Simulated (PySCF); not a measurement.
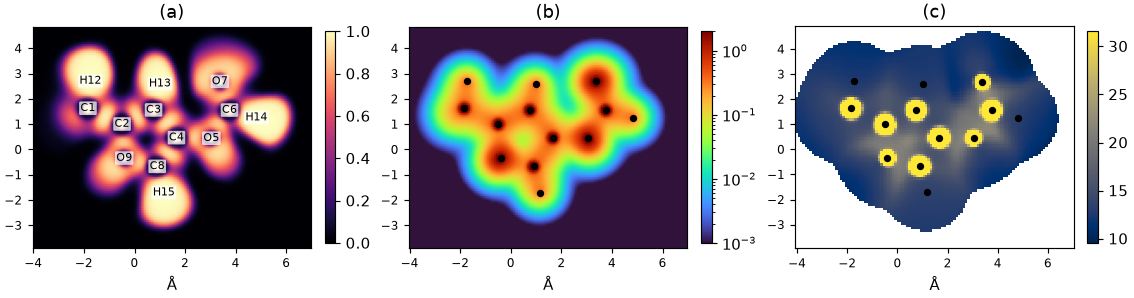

Figure. C₆H₆O₃, SMILES `Cc1cc(OC=O)co1`. Three fields in a plane through 13 of the atoms.

PySCF calculation, TPSSh/def2-SVPD, gas phase; geometry: GFN2-xTB. No frequency check shows the geometry to be a minimum.

Geometry (Å), atoms numbered from 1:

```
C1      -2.8578    1.1499   -0.0005
C2      -1.6280    0.3166   -0.0006
C3      -0.3093    0.6637   -0.0022
C4       0.4078   -0.5634   -0.0008
O5       1.7650   -0.8090   -0.0023
C6       2.6538    0.1732   -0.0002
O7       2.4614    1.3517    0.0032
C8      -0.5266   -1.5608    0.0013
O9      -1.7586   -1.0272    0.0016
H10     -3.4609    0.9360    0.8826
H11     -3.4626    0.9338   -0.8780
H12     -2.5867    2.2006   -0.0023
H13      0.1075    1.6482   -0.0046
H14      3.6557   -0.2920   -0.0019
H15     -0.4343   -2.6269    0.0027
```

Question: The panels show, in some order, the average local ionisation energy, electron localisation function (ELF) and electron density. Which is which?

Answer: (a) is the electron localisation function (ELF): it runs from 0 to 1 and is close to 1 over wide basins that fill the valence regions. (b) is the electron density: it is positive everywhere and peaks at the nuclei. (c) is the average local ionisation energy: it is high near the heavier nuclei and lowest where loosely bound electrons reach out.
